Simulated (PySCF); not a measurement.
Vertical excitations of a molecule C₄H₈ClF from TDDFT-ωB97X/def2-SVPD run with PySCF 2.14.0, as energy in eV (oscillator strength): 7.69 (0.002), 8.06 (0.002), 9.06 (0.032), 9.50 (0.066), 9.71 (0.073), 9.78 (0.040), 9.86 (0.020), 9.94 (0.122), 10.02 (0.009), 10.17 (0.029). Lowest triplet (TDA): 7.01 eV. Coordinates come from a PBE0-D3(BJ)/def2-SVP optimisation. The values are those of a single conformer.

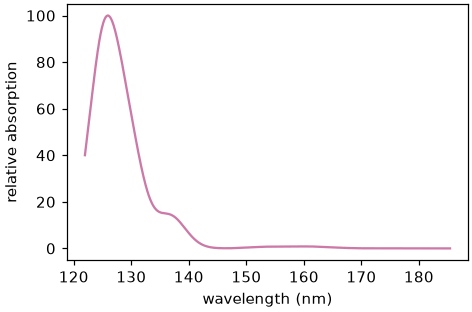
Figure: The lines broadened by 0.4 eV.

Problem. Which structure fits?
A) CCC[C@@H](F)Cl
B) C[C@H](F)CCCl
C) CC(C)[C@H](F)Cl
D) CC[C@@](C)(F)Cl

Solution. C, CC(C)[C@H](F)Cl
